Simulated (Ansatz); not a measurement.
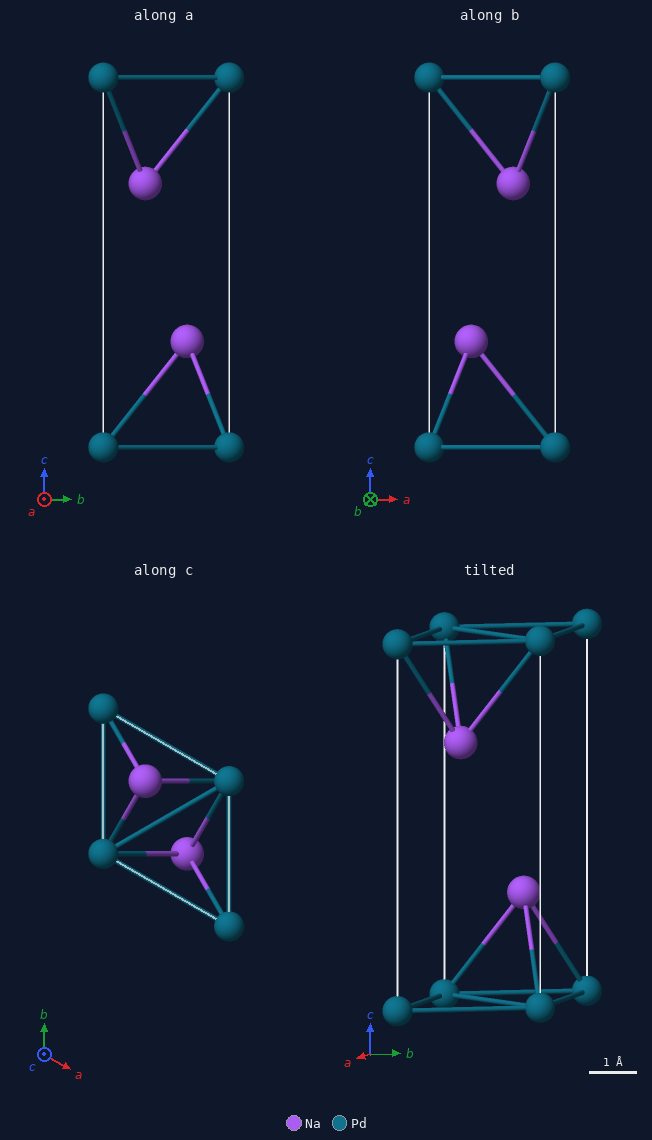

This ball-and-stick model is shown along the a axis, along the b axis, along the c axis and slightly off an axis. The wireframe shows the conventional unit cell.

Lattice parameters: a = 3.1308 Å, b = 3.1308 Å, c = 7.9654 Å, α = 90.000°, β = 90.000°, γ = 120.000°.

Question: From the views, write a CIF in P1 with every atom of the cell, with free fractional coordinates to two decimals.

Answer:
```cif
data_structure
_symmetry_space_group_name_H-M 'P 1'
_symmetry_Int_Tables_number 1
_cell_length_a 3.1308
_cell_length_b 3.1308
_cell_length_c 7.9654
_cell_angle_alpha 90.000
_cell_angle_beta 90.000
_cell_angle_gamma 120.000
_cell_volume 67.62
loop_
_atom_site_label
_atom_site_type_symbol
_atom_site_fract_x
_atom_site_fract_y
_atom_site_fract_z
_atom_site_occupancy
Na1 Na 0.3333 0.6667 0.29 1
Na2 Na 0.6667 0.3333 0.71 1
Pd1 Pd 0.00 0.00 0.00 1
```

Source of the structure: a structure type filled with these elements by a generator (whether the compound takes this form wasn't checked). Earlier steps of the study may have refined or changed the cell and positions. An electronic-structure calculation with Ansatz was run on it.
